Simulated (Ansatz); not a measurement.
# N₂ (singlet): wave-function methods side by side at distance N1–N2 = 1.521 Å, cc-pVTZ

Aim: climb from Hartree-Fock through coupled cluster and multireference methods for N₂ (singlet) at one geometry and basis, and see what each rung misses.

Method: cc-pVTZ, core rule «outside noble gas», up to 2 orbitals frozen; program: Ansatz 0.2.0, Gaussian basis.

The runs, in order: UHF; CCSD(T) on RHF; CCSD(T) on UHF; BCCD(T) on RHF; CISD; CCSDT(Q) on RHF; CASSCF and NEVPT2, 2 electrons in 2 orbitals; CASSCF and NEVPT2, 10 electrons in 8 orbitals.

10 further runs of the same task are left out: 8 that didn't finish, 2 set aside as unsound or not needed.

### 1 The geometry

The geometry derives from a PBE0/def2-TZVP stationary point (not a proven minimum). One bond is set to the value named and the two fragments are kept rigid.

2 atoms, charge 0, spin multiplicity 1.

Atoms are counted from 1 here; the program's logs count them from 0.

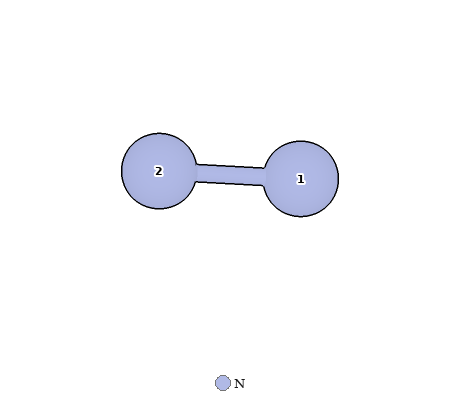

The structure; nitrogen light blue; atoms are numbered from 1 in the order of the file.

In the tables R marks a restricted determinant and U an unrestricted one; 'pair' is the active space of 2 electrons in 2 orbitals; 'valence' is the active space of 10 electrons in 8 orbitals; energies count from the table's Hartree-Fock row.

### 2 UHF

File in.yaml:

```yaml
crystal:
  periodic: [false, false, false]
  atoms:
    - {symbol: N, position_ang: [0.000000, 0.000000, 0.000000]}
    - {symbol: N, position_ang: [0.000000, 0.000000, 1.521000]}
basis:
  gaussian: {orbitals: cc-pVTZ}
magnetization: {spin_polarized: true, initial_magnetization: 0}
hamiltonian: {xc: hf}
output: {orbitals: {seedname: orbitals}}
```

On the command line:

```sh
$ ansatz run in.yaml --threads 1 --pin off --events-out ev --progress --plain --max-ram 2393MiB
```

The program printed:

```text
Functional definition: HF
  name "HF"
  cite "Fock, Z. Phys. 61, 126 (1930) doi:10.1007/BF01340294"
  parent pbe
  exchange = exact_x
  correlation = 0
438 factors; their error is unknown
mean field evaluation 1: about -2957.1471 eV, gradient 6.7e0 eV
mean field evaluation 2: about -2957.4255 eV, gradient 2.0e0 eV
mean field evaluation 4: about -2957.4610 eV, gradient 7.9e-2 eV
mean field evaluation 8: about -2957.4821 eV, gradient 2.3e-5 eV
mean field evaluation 16: about -2960.9709 eV, gradient 4.9e0 eV
mean field evaluation 32: about -2960.8131 eV, gradient 4.4e0 eV
mean field evaluation 64: about -2957.4563 eV, gradient 7.7e-1 eV
mean field -2961.40823973 eV, -108.8297454956 hartree, gradient 1.7e-5 eV, S^2 1.728199; 5 other end points of the search recorded, 0 dependent functions left out
reference -2961.40823973 eV, -108.8297454956 hartree; 7, 7 occupied and 53, 53 virtual orbitals, 438 factors
Total energy: -2961.40823973 eV, -108.8297454956 hartree
```

It took 0.52 s on 1 thread of Intel Xeon Platinum 8488C, shared host.

From the report: ⟨S²⟩ of the determinant 1.728 (pure singlet: 0.00). The determinant is far from a pure spin state, so its energy mixes those of several spin states (harmless only where they are near-degenerate, as at dissociation).

The unrestricted solution breaks the spin symmetry, so the restricted determinant is unstable here.

### 3 CCSD(T) on RHF

File in.yaml:

```yaml
crystal:
  periodic: [false, false, false]
  atoms:
    - {symbol: N, position_ang: [0.000000, 0.000000, 0.000000]}
    - {symbol: N, position_ang: [0.000000, 0.000000, 1.521000]}
basis:
  gaussian: {orbitals: cc-pVTZ}
magnetization: {spin_polarized: false}
correlation: {method: ccsd_t, electrons: outside_noble_gas}
```

Launched as before.

The program printed, cut to the lines that bear on the results:

```text
Functional definition: HF
  name "HF"
  cite "Fock, Z. Phys. 61, 126 (1930) doi:10.1007/BF01340294"
  parent pbe
[...]
365 factors; integrals over basis functions are off by at most 4.5e-4 eV
[...]
mean field -2957.58033084 eV, -108.6890724386 hartree, gradient 2.8e-6 eV, S^2 0.000000; 3 other end points of the search recorded, 0 dependent functions left out; unrestricted orbitals would lower it
determinant -2957.58033084 eV, -108.6890724386 hartree, with singles and doubles -2970.32718075 eV, -109.1575105325 hartree
determinant -2957.48221661 eV, -108.6854668068 hartree, with singles and doubles -2970.32904133 eV, -109.1575789074 hartree
determinant -2957.58033084 eV, -108.6890724386 hartree, with singles and doubles -2970.28254514 eV, -109.1558702040 hartree
determinant -2957.48221661 eV, -108.6854668068 hartree, with singles and doubles -2970.20896502 eV, -109.1531661844 hartree
determinant -2957.58033084 eV, -108.6890724386 hartree, with singles and doubles -2970.28200753 eV, -109.1558504472 hartree
determinant -2957.48221661 eV, -108.6854668068 hartree, with singles and doubles -2970.20685758 eV, -109.1530887375 hartree
[...]
unrestricted determinant -2961.40833574 eV, -108.8297490238 hartree, S^2 1.7282
2 core orbitals not correlated: weight in the atoms' cores, before any rotation towards them, 1.000 or more for the frozen orbitals, at most 0.000 for the correlated occupied ones
reference -2957.48221661 eV, -108.6854668068 hartree; 5, 5 occupied and 53, 53 virtual orbitals, 365 factors
second order -14.88212967 eV of doubles, -0.00000000 eV of singles
cycle   1  -10.53308652 eV  change     4.0e0 eV  update   2.8e-1
[...]
cycle  11  -12.72463578 eV  change    4.8e-6 eV  update   2.6e-6
perturbative correction -1.13950225 eV, -0.0418759352 hartree
WARN: the results are in doubt because among natural orbitals full CI differs from the method by -0.156 eV
Total energy: -2971.34635463 eV, -109.1949644819 hartree
In doubt: among natural orbitals full CI differs from the method by -0.156 eV
```

Run time: 2.4 s. Hardware: 1 thread of Intel Xeon Platinum 8488C, shared host.

From the report: correlation -13.8641 eV; T1 0.027; largest double amplitude 0.20. The program marks this result as in doubt; its last lines say why.

### 4 CCSD(T) on UHF

Edit in.yaml of step 3 so:

```diff
@@ -7,3 +7,3 @@
   gaussian: {orbitals: cc-pVTZ}
-magnetization: {spin_polarized: false}
+magnetization: {spin_polarized: true, initial_magnetization: 0}
 correlation: {method: ccsd_t, electrons: outside_noble_gas}
```

The command is unchanged.

The program printed, cut to the lines that bear on the results:

```text
Functional definition: HF
  name "HF"
  cite "Fock, Z. Phys. 61, 126 (1930) doi:10.1007/BF01340294"
  parent pbe
[...]
365 factors; integrals over basis functions are off by at most 4.5e-4 eV
[...]
mean field -2961.40833575 eV, -108.8297490240 hartree, gradient 7.6e-6 eV, S^2 1.728192; 14 other end points of the search recorded, 0 dependent functions left out
determinant -2961.40833575 eV, -108.8297490240 hartree, with singles and doubles -2970.18822185 eV, -109.1524038872 hartree
determinant -2959.85588141 eV, -108.7726973796 hartree, with singles and doubles -2970.28020378 eV, -109.1557841605 hartree
determinant -2957.48033082 eV, -108.6853975054 hartree, with singles and doubles -2965.07419894 eV, -108.9644670116 hartree
determinant -2956.62386633 eV, -108.6539230160 hartree, with singles and doubles -2966.50482404 eV, -109.0170415144 hartree
[...]
determinant -2959.85588141 eV, -108.7726973796 hartree, with singles and doubles -2970.41085633 eV, -109.1605855532 hartree
determinant -2957.48033082 eV, -108.6853975054 hartree, with singles and doubles -2965.15908278 eV, -108.9675864352 hartree
determinant -2956.62386633 eV, -108.6539230160 hartree, with singles and doubles -2966.52661451 eV, -109.0178422992 hartree
2 core orbitals not correlated: weight in the atoms' cores, before any rotation towards them, 1.000 or more for the frozen orbitals, at most 0.000 for the correlated occupied ones
reference -2959.85588141 eV, -108.7726973796 hartree; 5, 5 occupied and 53, 53 virtual orbitals, 365 factors
second order -7.81949001 eV of doubles, -0.00000000 eV of singles
cycle   1  -10.55497556 eV  change   -6.4e-7 eV  update   1.5e-6
perturbative correction -1.27630192 eV, -0.0469032306 hartree
WARN: the results are in doubt because among natural orbitals full CI differs from the method by +0.265 eV
Total energy: -2971.68715889 eV, -109.2074888074 hartree
In doubt: among natural orbitals full CI differs from the method by +0.265 eV
```

Wall time 10 s (1 thread of Intel Xeon Platinum 8488C, shared host).

From the report: ⟨S²⟩ of the determinant 1.509 (pure singlet: 0.00); correlation -11.8313 eV; T1 0.177; largest double amplitude 0.26. The determinant is far from a pure spin state, so its energy mixes those of several spin states (harmless only where they are near-degenerate, as at dissociation). Mind the lines of doubt at the end of the log.

### 5 BCCD(T) on RHF

File in.yaml:

```yaml
crystal:
  periodic: [false, false, false]
  atoms:
    - {symbol: N, position_ang: [0.000000, 0.000000, 0.000000]}
    - {symbol: N, position_ang: [0.000000, 0.000000, 1.521000]}
basis:
  gaussian: {orbitals: cc-pVTZ}
magnetization: {spin_polarized: false}
correlation: {method: bccd_t, electrons: outside_noble_gas}
```

Launched as before.

The program printed, cut to the lines that bear on the results:

```text
Functional definition: HF
  name "HF"
  cite "Fock, Z. Phys. 61, 126 (1930) doi:10.1007/BF01340294"
  parent pbe
[...]
365 factors; integrals over basis functions are off by at most 4.5e-4 eV
[...]
mean field -2957.58033084 eV, -108.6890724386 hartree, gradient 2.8e-6 eV, S^2 0.000000; 3 other end points of the search recorded, 0 dependent functions left out; unrestricted orbitals would lower it
determinant -2957.58033084 eV, -108.6890724386 hartree, with singles and doubles -2970.32718075 eV, -109.1575105325 hartree
determinant -2957.48221661 eV, -108.6854668068 hartree, with singles and doubles -2970.32904133 eV, -109.1575789074 hartree
determinant -2957.58033084 eV, -108.6890724386 hartree, with singles and doubles -2970.28254514 eV, -109.1558702040 hartree
determinant -2957.48221661 eV, -108.6854668068 hartree, with singles and doubles -2970.20896502 eV, -109.1531661844 hartree
determinant -2957.58033084 eV, -108.6890724386 hartree, with singles and doubles -2970.28200753 eV, -109.1558504472 hartree
determinant -2957.48221661 eV, -108.6854668068 hartree, with singles and doubles -2970.20685758 eV, -109.1530887375 hartree
[...]
unrestricted determinant -2961.40833574 eV, -108.8297490238 hartree, S^2 1.7282
2 core orbitals not correlated: weight in the atoms' cores, before any rotation towards them, 1.000 or more for the frozen orbitals, at most 0.000 for the correlated occupied ones
reference -2957.48221661 eV, -108.6854668068 hartree; 5, 5 occupied and 53, 53 virtual orbitals, 365 factors
second order -14.88212967 eV of doubles, -0.00000000 eV of singles
cycle   1  -12.50146559 eV  change    2.2e-1 eV  update   1.6e-2
[...]
cycle  10  -12.60395078 eV  change   -5.1e-6 eV  update   2.4e-6
perturbative correction -1.27994766 eV, -0.0470372091 hartree
WARN: the results are in doubt because among natural orbitals full CI differs from the method by -0.155 eV
Total energy: -2971.36611505 eV, -109.1956906639 hartree
In doubt: among natural orbitals full CI differs from the method by -0.155 eV
```

It took 2.2 s on 1 thread of Intel Xeon Platinum 8488C, shared host.

From the report: correlation -13.8839 eV; largest double amplitude 0.20. Mind the lines of doubt at the end of the log.

### 6 CISD

File in.yaml:

```yaml
crystal:
  periodic: [false, false, false]
  atoms:
    - {symbol: N, position_ang: [0.000000, 0.000000, 0.000000]}
    - {symbol: N, position_ang: [0.000000, 0.000000, 1.521000]}
basis:
  gaussian: {orbitals: cc-pVTZ}
correlation: {active_space: {ras: {orbitals: [5, 0, 53], electrons: 10, max_holes: 2, max_particles: 2}, fixed_orbitals: true}}
```

Same command.

The program printed:

```text
Functional definition: HF
  name "HF"
  cite "Fock, Z. Phys. 61, 126 (1930) doi:10.1007/BF01340294"
  parent pbe
  exchange = exact_x
  correlation = 0
365 factors; integrals over basis functions are off by at most 4.5e-4 eV
mean field evaluation 1: about -2957.1626 eV, gradient 9.5e0 eV
mean field evaluation 2: about -2957.1671 eV, gradient 9.5e0 eV
mean field evaluation 4: about -2957.4776 eV, gradient 1.1e0 eV
mean field evaluation 8: about -2957.4822 eV, gradient 1.6e-4 eV
mean field evaluation 16: about -2957.5803 eV, gradient 6.5e-3 eV
mean field evaluation 32: about -2957.5803 eV, gradient 2.8e-6 eV
mean field -2957.58033084 eV, -108.6890724386 hartree, gradient 2.8e-6 eV, S^2 0.000000; 2 other end points of the search recorded, 0 dependent functions left out
reference -2957.58033084 eV, -108.6890724386 hartree; 7, 7 occupied and 53, 53 virtual orbitals, 365 factors
state -2968.36584436 eV, -109.0854327497 hartree
Total energy: -2968.36584436 eV, -109.0854327497 hartree
```

Wall time 1.4 s (1 thread of Intel Xeon Platinum 8488C, shared host).

From the report: 24,658 determinants.

### 7 CCSDT(Q) on RHF

File in.yaml:

```yaml
crystal:
  periodic: [false, false, false]
  atoms:
    - {symbol: N, position_ang: [0.000000, 0.000000, 0.000000]}
    - {symbol: N, position_ang: [0.000000, 0.000000, 1.521000]}
basis:
  gaussian: {orbitals: cc-pVTZ}
magnetization: {spin_polarized: false}
correlation: {method: ccsdt_q, electrons: outside_noble_gas}
```

Same command.

The program printed, cut to the lines that bear on the results:

```text
Functional definition: HF
  name "HF"
  cite "Fock, Z. Phys. 61, 126 (1930) doi:10.1007/BF01340294"
  parent pbe
[...]
721 factors; integrals over basis functions are off by at most 2.0e-7 eV
[...]
mean field -2957.58033134 eV, -108.6890724568 hartree, gradient 2.7e-6 eV, S^2 0.000000; 4 other end points of the search recorded, 0 dependent functions left out; unrestricted orbitals would lower it
[...]
determinant -2957.58033134 eV, -108.6890724568 hartree, with singles and doubles -2970.32721310 eV, -109.1575117212 hartree
determinant -2957.48220983 eV, -108.6854665578 hartree, with singles and doubles -2970.32825328 eV, -109.1575499474 hartree
determinant -2957.58033134 eV, -108.6890724568 hartree, with singles and doubles -2970.28256686 eV, -109.1558710023 hartree
determinant -2957.48220983 eV, -108.6854665578 hartree, with singles and doubles -2970.20898255 eV, -109.1531668288 hartree
determinant -2957.58033134 eV, -108.6890724568 hartree, with singles and doubles -2970.28203291 eV, -109.1558513799 hartree
determinant -2957.48220983 eV, -108.6854665578 hartree, with singles and doubles -2970.20687873 eV, -109.1530895147 hartree
[...]
unrestricted determinant -2961.40834718 eV, -108.8297494443 hartree, S^2 1.7282
2 core orbitals not correlated: weight in the atoms' cores, before any rotation towards them, 1.000 or more for the frozen orbitals, at most 0.000 for the correlated occupied ones
reference -2957.48220983 eV, -108.6854665578 hartree; 5, 5 occupied and 53, 53 virtual orbitals, 721 factors
second order -14.88219637 eV of doubles, -0.00000000 eV of singles
cycle   1  -10.53308816 eV  change     4.0e0 eV  update   3.0e-1
[...]
cycle  16  -13.77200055 eV  change   -1.0e-8 eV  update   4.9e-7
perturbative correction -0.32245836 eV, -0.0118501263 hartree
WARN: these amplitudes may be one of several solutions (largest doubles amplitude 0.23, level shift 0.53 eV)
Total energy: -2971.57666874 eV, -109.2034283694 hartree
```

Run time: 18 s. Hardware: 1 thread of Intel Xeon Platinum 8488C, shared host; peak memory 0.43 GiB.

From the report: correlation -14.0945 eV; T1 0.025; largest double amplitude 0.23. The report flags that the cluster equations may have other roots.

### 8 CASSCF and NEVPT2, 2 electrons in 2 orbitals

Edit in.yaml of step 7 so:

```diff
@@ -7,3 +7,2 @@
   gaussian: {orbitals: cc-pVTZ}
-magnetization: {spin_polarized: false}
-correlation: {method: ccsdt_q, electrons: outside_noble_gas}
+correlation: {method: sc_nevpt2, electrons: outside_noble_gas, active_space: {window: {electrons: 2, orbitals: 2}}}
```

Launched as before.

The program printed:

```text
Functional definition: HF
  name "HF"
  cite "Fock, Z. Phys. 61, 126 (1930) doi:10.1007/BF01340294"
  parent pbe
  exchange = exact_x
  correlation = 0
365 factors; integrals over basis functions are off by at most 4.5e-4 eV
mean field evaluation 1: about -2957.1626 eV, gradient 9.5e0 eV
mean field evaluation 2: about -2957.1671 eV, gradient 9.5e0 eV
mean field evaluation 4: about -2957.4776 eV, gradient 1.1e0 eV
mean field evaluation 8: about -2957.4822 eV, gradient 1.6e-4 eV
mean field evaluation 16: about -2957.5803 eV, gradient 6.5e-3 eV
mean field evaluation 32: about -2957.4772 eV, gradient 1.3e-1 eV
mean field -2957.58033084 eV, -108.6890724386 hartree, gradient 2.8e-6 eV, S^2 0.000000; 2 other end points of the search recorded, 0 dependent functions left out; unrestricted orbitals would lower it
reference -2957.48221661 eV, -108.6854668068 hartree; 7, 7 occupied and 53, 53 virtual orbitals, 365 factors
state -2959.65516774 eV, -108.7653212881 hartree
state -2959.65516774 eV, -108.7653212881 hartree; corrected -2970.76467844 eV, -109.1735882762 hartree
Total energy: -2970.76467844 eV, -109.1735882762 hartree
```

Run time: 0.85 s. Hardware: 1 thread of Intel Xeon Platinum 8488C, shared host.

From the report: 2 determinants; active occupations 1.70, 0.30.

### 9 CASSCF and NEVPT2, 10 electrons in 8 orbitals

File in.yaml:

```yaml
crystal:
  periodic: [false, false, false]
  atoms:
    - {symbol: N, position_ang: [0.000000, 0.000000, 0.000000]}
    - {symbol: N, position_ang: [0.000000, 0.000000, 1.521000]}
basis:
  gaussian: {orbitals: cc-pVTZ}
correlation: {method: sc_nevpt2, electrons: outside_noble_gas, active_space: {window: {electrons: 10, orbitals: 8}, shells: [{species: "N", l: s, shell: 2}, {species: "N", l: p, shell: 2}]}}
```

Launched as before.

The program printed:

```text
Functional definition: HF
  name "HF"
  cite "Fock, Z. Phys. 61, 126 (1930) doi:10.1007/BF01340294"
  parent pbe
  exchange = exact_x
  correlation = 0
721 factors; integrals over basis functions are off by at most 2.0e-7 eV
mean field evaluation 1: about -2957.1626 eV, gradient 9.5e0 eV
mean field evaluation 2: about -2957.1671 eV, gradient 9.5e0 eV
mean field evaluation 4: about -2957.4776 eV, gradient 1.1e0 eV
mean field evaluation 8: about -2957.4822 eV, gradient 1.6e-4 eV
mean field evaluation 16: about -2957.5803 eV, gradient 6.4e-3 eV
mean field evaluation 32: about -2957.5174 eV, gradient 1.5e0 eV
mean field -2957.58033134 eV, -108.6890724568 hartree, gradient 2.7e-6 eV, S^2 0.000000; 3 other end points of the search recorded, 0 dependent functions left out; unrestricted orbitals would lower it
reference -2957.58033134 eV, -108.6890724568 hartree; 7, 7 occupied and 53, 53 virtual orbitals, 721 factors
state -2964.79992620 eV, -108.9543876741 hartree
state -2964.79992620 eV, -108.9543876741 hartree; corrected -2970.42664149 eV, -109.1611656471 hartree
Total energy: -2970.42664149 eV, -109.1611656471 hartree
Checks for a lower state left out: starts, orbital_swaps
```

Wall time 1.5 s (1 thread of Intel Xeon Platinum 8488C, shared host).

From the report: 396 determinants; active occupations 1.99, 1.99, 1.93, 1.81, 1.81, 0.20, 0.20, 0.07.

### 10 Natural occupations

Natural occupations of the CASSCF valence state about the gap (report; correlated orbitals 1 to 8): 1.994, 1.987, 1.930, 1.806, 1.806, 0.201, 0.201, 0.075. The count of effectively unpaired electrons, Σ n²(2 − n)², is 0.55; a single determinant of this spin has 0.

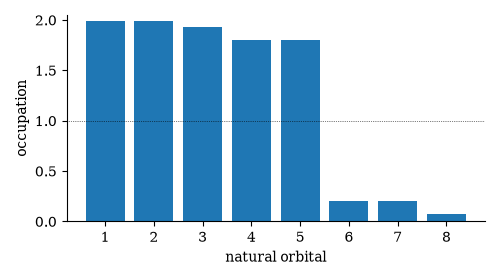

Natural occupations of the CASSCF valence state.

### 11 All levels against the top one

No level here is safe as a reference; RCCSDT(Q) serves as a yardstick only. Rows without a time come out of other runs: HF, MP2 and CCSD of CCSD(T), CCSDT of CCSDT(Q), CASSCF and MRCISD of the multireference runs.

Differences are taken before rounding.

```tsv
method	energy from the lowest RHF (kJ/mol)	from RCCSDT(Q) (kJ/mol)	time
RHF	0.0	+1350.4	
RMP2	-1426.4	-76.0	
UMP2	-974.0	+376.4	
CISD	-1040.6	+309.8	1.4 s
RCCSD	-1218.3	+132.2	
UCCSD	-1238.0	+112.5	
RCCSD(T)	-1328.2	+22.2	2.4 s
UCCSD(T)	-1361.1	-10.7	10 s
BCCD(T)	-1330.1	+20.3	2.2 s
RCCSDT	-1319.3	+31.1	
RCCSDT(Q)	-1350.4	0	18 s
CASSCF pair	-200.2	+1150.2	
NEVPT2 pair	-1272.1	+78.3	0.85 s
CASSCF valence	-696.6	+653.9	
NEVPT2 valence	-1239.5	+111.0	1.5 s
```

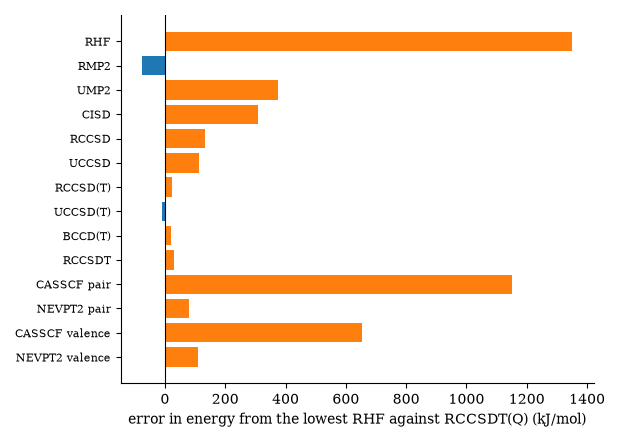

How far each level lands from RCCSDT(Q).

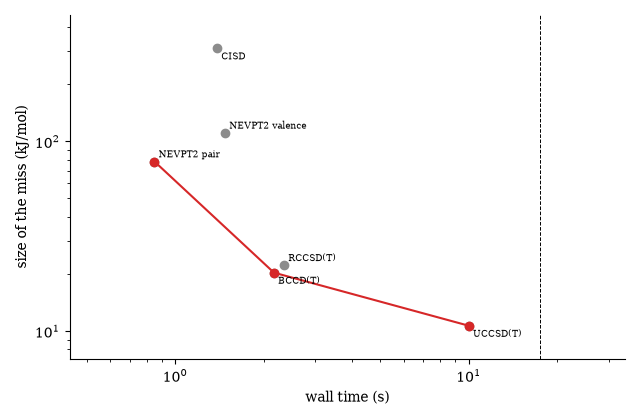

Miss against cost. Red marks the levels that no quicker level drawn beats (of those quicker than the yardstick), and the dashed line is the time of RCCSDT(Q). Times are from a shared host.

Left out of the table: UHF (another determinant or state than the rows shown).

The program flags RCCSD(T), UCCSD(T), BCCD(T), RCCSDT(Q) as in doubt (see the logs), so the zero of the table is itself unsure.

### 12 Outcome

| quantity | value |
| --- | --- |
| RCCSDT(Q) below the RHF energy | -13.9963 eV |
| RMP2 from RCCSDT(Q) | -76.0 kJ/mol |
| UMP2 from RCCSDT(Q) | +376.4 kJ/mol |
| RCCSD from RCCSDT(Q) | +132.2 kJ/mol |
| RCCSD(T) from RCCSDT(Q) | +22.2 kJ/mol |
| UCCSD(T) from RCCSDT(Q) | -10.7 kJ/mol |
| NEVPT2 pair from RCCSDT(Q) | +78.3 kJ/mol |
| NEVPT2 valence from RCCSDT(Q) | +111.0 kJ/mol |
| T1 diagnostic | 0.027 |
| effectively unpaired electrons | 0.55 |

In words: RCCSD(T) lands +22.2 kJ/mol from the yardstick (1.6 % of the correlation energy). CCSD(T) misses by +22.2 kJ/mol on the restricted determinant and by -10.7 kJ/mol on the unrestricted one; the two need not hold the same state or core. The occupations show some static correlation. Coupled cluster took another determinant than the lowest Hartree-Fock one. Warnings: restricted reference is unstable; spin contamination; coupled cluster took another determinant than the lowest; large T1 diagnostic.
